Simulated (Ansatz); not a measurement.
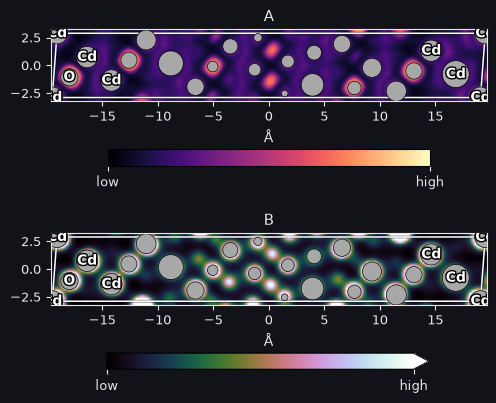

Cd5O2: 2 fields on the (111) plane of the conventional cell, with unlabelled colour scales. Grey discs cover the atomic cores.

Space group R-3m; a generated structure, not necessarily the stable one.

All numbers below come from Ansatz, DFT PBE, scalar-relativistic, plane waves, PAW.

### The panels show electron localisation function and valence pseudo-density in some order. Assign them.

Panel A: electron localisation function. Panel B: valence pseudo-density. From the grid: Cd–O (2.40 Å): ρ is about 0.32 e/Å³ halfway; the ELF is about 0.10 at the midpoint; no shared electron pair shows on this line.
